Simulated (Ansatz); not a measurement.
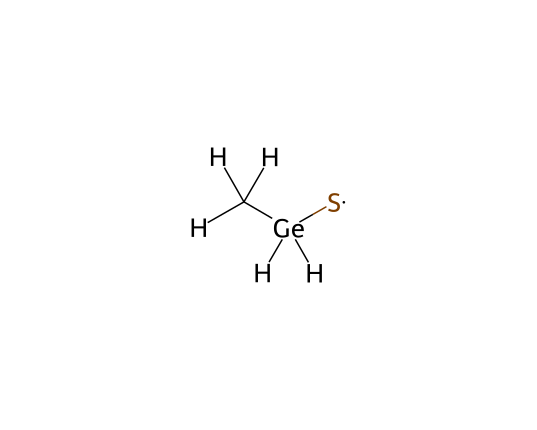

The species is neutral and a spin doublet.

Question: Write the SMILES.

Answer: [CH3][GeH2][S]

Question: What is the molecular formula?

Answer: CH5GeS.

The parts below concern this one geometry. Atoms keep their numbers from picture to picture. The computed structure is the end point of a PBE0-D4/def2-TZVP optimisation.

## Vibrations

Harmonic vibrations computed with UKS PBE0-D4/def2-TZVP (Ansatz 0.2.0) at a stationary point of the same level.

Question: List the wavenumbers.

Answer: 18 modes: 128, 145, 330, 404, 520, 609, 665, 833, 852, 864, 1262, 1449, 1454, 2125, 2136, 3064, 3156, 3166 cm⁻¹.

## Levels of theory compared

Program: Ansatz 0.2.0.

At this fixed geometry, give dipole (D) at these levels: B3LYP-D4/def2-TZVPP; PBE-D4/def2-TZVPP; PBE0-D4/def2-TZVP; r2SCAN-D4/def2-TZVPP; ωB97M-V/def2-TZVPP.

```
               level  dipole (D)
 B3LYP-D4/def2-TZVPP        1.93
   PBE-D4/def2-TZVPP        1.98
   PBE0-D4/def2-TZVP        1.95
r2SCAN-D4/def2-TZVPP        1.99
  ωB97M-V/def2-TZVPP        1.88
```

## Charges

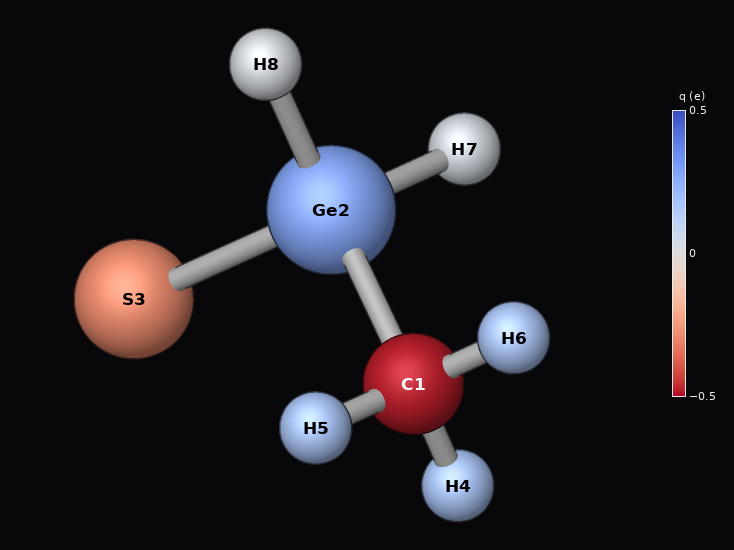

Atoms are coloured by their Mulliken charges. Method: UKS PBE0-D4/def2-TZVP (Ansatz 0.2.0).

Question: Which atom carries the highest charge (most positive or least negative)?

Answer: Ge2 (0.26 e).

Question: And the lowest?

Answer: C1 (−0.47 e).

List the Mulliken charges.

| atom | value (e) |
| --- | --- |
| C1 | −0.47 |
| Ge2 | 0.26 |
| S3 | −0.27 |
| H4 | 0.15 |
| H5 | 0.15 |
| H6 | 0.15 |
| H7 | 0.02 |
| H8 | 0.02 |

Mulliken values depend strongly on the basis set and can even reverse the polarity of a bond.
